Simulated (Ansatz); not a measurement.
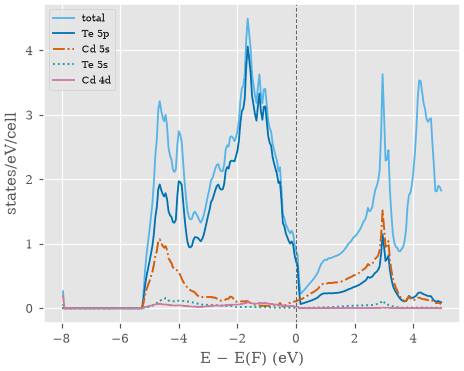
Fig. 1. Total and projected density of states of CdTe in space group Cmcm (No. 63; Cd on 4c, Te on 4c), plane-wave PAW r²SCAN (Ansatz code)

### Question
Which orbitals carry the states next to the Fermi level?

### Answer
Within 0.5 eV of the Fermi level: Te 5p 78 %, Cd 5s 14 %. Projections are on Löwdin-orthogonalised atomic valence shells; empty p or d shells of many metals are not among them.

### Question
Where is the tallest occupied peak in this window, and what makes it?

### Answer
Near -1.6 eV, about 4.5 states/eV per cell; the largest projected share is Te 5p.

The workflow started from a Materials Project entry (that database holds measured and hypothetical structures alike); the Crystallography Open Database copy checked does not list it. It is not the phase usual at ambient conditions (space group No. 216). The r²SCAN relaxation kept the symmetry of its start; its stability against distortions is not shown here. Scalar-relativistic: spin–orbit coupling is off unless named, which matters more the heavier the elements.

Potentials: the later of the program's two PAW sets.
